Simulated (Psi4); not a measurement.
# C2H6AlF (SMILES [CH3][Al]([CH3])[F]): TPSSh/def2-SVP

What is the vertical ionisation energy of C2H6AlF at TPSSh/def2-SVP? 

The results are computed with Psi4 1.11.

7 further runs of the same task are left out: 6 that didn't finish, 1 set aside as unsound or not needed.

### Step 1. The system as given

The species is C2H6AlF (10 atoms), meant as a singlet with charge 0. As SMILES, `[CH3][Al]([CH3])[F]`. The shape is that of a PBE0-D4/def2-TZVP optimisation.

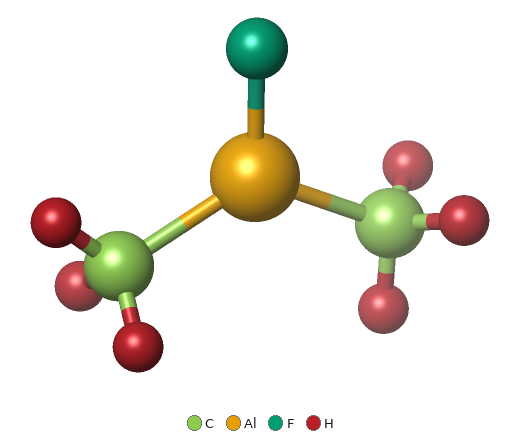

Viewed from a chosen angle; carbon green, aluminium amber, fluorine teal, hydrogen red.

### Step 2. Energy and gradient at TPSSh/def2-SVP

c2h6alf.xyz reads:

```xyz
10
C2H6AlF
C     -0.566700     1.412600    -0.858500
Al    -0.288600    -0.445300    -0.364300
C      0.794700    -1.093100     1.112200
F     -1.047300    -1.600600    -1.281300
H     -1.184400     1.517100    -1.752900
H     -1.054000     1.963400    -0.046800
H      0.387100     1.917300    -1.043800
H      0.189400    -1.676700     1.813200
H      1.269800    -0.283800     1.672000
H      1.583200    -1.762300     0.753400
```

run_ase.py reads:

```python
import numpy as np
from ase.calculators.psi4 import Psi4
from ase.io import read

a = read('c2h6alf.xyz')
calc = Psi4(atoms=a, method='tpssh', basis='def2-SVP', memory='1600MB', num_threads=1, charge=0, multiplicity=1, label='psi4-calc')
calc.psi4.set_options({'puream': True, 'e_convergence': 1e-09, 'd_convergence': 1e-08, 'scf_type': 'pk', 'dft_radial_points': 99, 'dft_spherical_points': 590})
a.calc = calc

forces = a.get_forces()
print(f'energy: {a.get_potential_energy():.6f} eV')
print('forces / eV A^-1')
print(np.round(forces, 5))
```

Launch:

```sh
$ python run_ase.py
```

psi4-calc.dat:

```text
[...]
  Running in c1 symmetry.
[...]
  Nuclear repulsion =  153.324374710563518
[...]
  Multiplicity = 1
[...]
  Nalpha       = 20
  Nbeta        = 20
[...]
    Number of basis functions: 90
[...]
   @RKS iter   1:  -421.44709324016384   -3.49321e-01   1.15901e-02 ADIIS/DIIS
[...]
   @RKS iter  11:  -421.99056094441636   -3.06954e-12   5.32574e-09 DIIS
[...]
    Orbital Energies [Eh]
    ---------------------
    Doubly Occupied:
       1A    -55.898233     2A    -24.550703     3A    -10.102215
       4A    -10.101897     5A     -4.073240     6A     -2.625307
       7A     -2.618734     8A     -2.614731     9A     -1.073897
      10A     -0.659436    11A     -0.650986    12A     -0.414298
      13A     -0.383630    14A     -0.383523    15A     -0.380573
      16A     -0.375911    17A     -0.357885    18A     -0.353783
      19A     -0.322343    20A     -0.263474
[...]
  @RKS Final Energy:  -421.99056094441636
   => Energetics <=
    Nuclear Repulsion Energy =            153.3243747105635180
    One-Electron Energy =                -888.0845492813282362
    Two-Electron Energy =                 351.0077874978855448
    DFT Exchange-Correlation Energy =     -38.2381738715371284
    Empirical Dispersion Energy =           0.0000000000000000
    VV10 Nonlocal Energy =                  0.0000000000000000
    Total Energy =                       -421.9905609444163588
[...]
 Multipole Moments:
 ------------------------------------------------------------------------------------
     Multipole            Electronic (a.u.)      Nuclear  (a.u.)        Total (a.u.)
 ------------------------------------------------------------------------------------
 L = 1.  Multiply by 2.5417464519 to convert [e a0] to [Debye]
 Dipole X            :         -3.2294673            3.5448471            0.3153799
 Dipole Y            :         -4.8395086            5.3152959            0.4757873
 Dipole Z            :         -3.9400480            4.3220312            0.3819832
 Magnitude           :                                                    0.6868400
[...]
  -Total Gradient:
     Atom            X                  Y                   Z
    ------   -----------------  -----------------  -----------------
       1       -0.000490046397     0.003573789068    -0.000902048697
       2       -0.003988694400    -0.005987794533    -0.004913944892
       3        0.001977437615    -0.001605076594     0.002750885950
       4        0.006008163668     0.009123520007     0.007275573606
       5        0.003783270659    -0.001135117544     0.005512663283
       6        0.002980365433    -0.003526343323    -0.004664343338
       7       -0.005624845416    -0.003351061283     0.001280475531
       8        0.003465130310     0.003495856741    -0.004429440756
       9       -0.003194727324    -0.004570007161    -0.003835587095
      10       -0.004912796140     0.004010358200     0.001925909512
[...]
```

The script printed:

```text
energy: -11482.948052 eV
forces / eV A^-1
[[ 0.0252  -0.18377  0.04639]
 [ 0.20511  0.3079   0.25269]
 [-0.10168  0.08254 -0.14146]
 [-0.30895 -0.46915 -0.37413]
 [-0.19454  0.05837 -0.28347]
 [-0.15326  0.18133  0.23985]
 [ 0.28924  0.17232 -0.06584]
 [-0.17818 -0.17976  0.22777]
 [ 0.16428  0.235    0.19723]
 [ 0.25263 -0.20622 -0.09903]]
```

Run time: 82 s. Hardware: 1 thread of Intel Xeon Platinum 8259CL at 2.50GHz (Skylake/Cascade Lake), shared host; peak memory 0.91 GiB.

### Step 3. The doublet cation, same level

calc.inp reads:

```
memory 1600 mb

molecule m {
  1 2
  C
  Al 1 1.942515
  C 2 1.942482 1 126.31236
  F 2 1.658684 3 116.29777 1 -179.82477
  H 1 1.091982 2 112.38896 4 -2.5898
  H 1 1.095308 5 107.89018 2 -122.52743
  H 1 1.094894 5 108.06182 6 -114.58565
  H 3 1.094705 2 110.86475 4 -59.27421
  H 3 1.092732 8 107.88994 2 123.76978
  H 3 1.094668 9 107.90856 8 -114.58398
  units angstrom
  symmetry c1
}

set {
  basis                def2-SVP
  reference            uks
  puream               true
  e_convergence        1e-09
  d_convergence        1e-08
  scf_type             pk
  dft_radial_points    99
  dft_spherical_points 590
  maxiter              100
}

result, w = gradient('tpssh', return_wfn=True)
oeprop(w, 'WIBERG_LOWDIN_INDICES', 'LOWDIN_CHARGES', 'DIPOLE', title='TPSSH')
```

Launch:

```sh
$ psi4 -i calc.inp -o calc.out -n 1
```

calc.out, shortened:

```text
[...]
  Running in c1 symmetry.
[...]
  Nuclear repulsion =  153.324376353988669
[...]
  Multiplicity = 2
[...]
  Nalpha       = 20
  Nbeta        = 19
[...]
    Number of basis functions: 90
[...]
   @UKS iter   1:  -421.30029577628937   -2.02524e-01   8.88695e-03 ADIIS/DIIS
[...]
   @UKS iter  13:  -421.62754354215889   -3.92220e-12   8.56954e-09 DIIS
[...]
   @S^2 Observed:                7.595648639E-01
[...]
  @UKS Final Energy:  -421.62754354215889
   => Energetics <=
    Nuclear Repulsion Energy =            153.3243763539886686
    One-Electron Energy =                -878.2646087432133299
    Two-Electron Energy =                 341.2386605778848434
    DFT Exchange-Correlation Energy =     -37.9259717308190645
    Empirical Dispersion Energy =           0.0000000000000000
    VV10 Nonlocal Energy =                  0.0000000000000000
    Total Energy =                       -421.6275435421588895
[...]
  -Total Gradient:
     Atom            X                  Y                   Z
    ------   -----------------  -----------------  -----------------
       1       -0.000196976456     0.011280754215     0.044394328296
       2       -0.000103554787    -0.030510339640    -0.015869544256
       3        0.000011000176     0.041272137016    -0.019263326231
       4        0.000016200221     0.005253307965     0.002735239305
       5        0.000715072669    -0.014140025181    -0.011921309767
       6       -0.009531450402     0.004814039548    -0.008210443850
       7        0.009070109100     0.005545748796    -0.007818831128
       8       -0.011590683396    -0.012268833445     0.002264653930
       9        0.000081857164     0.001140096052     0.011546159386
      10        0.011527351872    -0.012397501880     0.002116045813
[...]
 Multipole Moments:
 ------------------------------------------------------------------------------------
     Multipole            Electronic (a.u.)      Nuclear  (a.u.)        Total (a.u.)
 ------------------------------------------------------------------------------------
 L = 1.  Multiply by 2.5417464519 to convert [e a0] to [Debye]
 Dipole X            :         -0.0009474           -0.0019957           -0.0029432
 Dipole Y            :          5.1819465           -6.8855584           -1.7036119
 Dipole Z            :          2.6092762           -3.4766863           -0.8674102
 Magnitude           :                                                    1.9117276
[...]
```

It took 2.3 min on 1 thread of Intel Xeon Platinum 8259CL at 2.50GHz (Skylake/Cascade Lake), shared host; peak memory 0.9 GiB.

### Step 4. Results

At TPSSh/def2-SVP:

```
                                          quantity          value
                     singlet C2H6AlF: total energy  -421.99056 Eh
                    singlet C2H6AlF: dipole moment         1.75 D
                      singlet C2H6AlF: HOMO energy       -7.17 eV
                      singlet C2H6AlF: LUMO energy       -0.48 eV
                    singlet C2H6AlF: HOMO–LUMO gap        6.69 eV
         singlet C2H6AlF: largest force on an atom     0.675 eV/Å
                      doublet cation: total energy  -421.62754 Eh
doublet cation: HOMO energy (highest over α and β)      -14.75 eV
 doublet cation: LUMO energy (lowest over α and β)      -12.56 eV
                              doublet cation: ⟨S²⟩          0.760
          doublet cation: largest force on an atom     2.355 eV/Å
vertical ionisation energy (to the doublet cation)       9.878 eV
```

**Reading.** The vertical ionisation energy comes to 9.88 eV (228 kcal/mol). The largest force (singlet C2H6AlF) is 0.67 eV/Å: the shape isn't a stationary point for this species at this level. The negative HOMO energy of the first species, 7.17 eV, lies 2.71 eV below that difference.
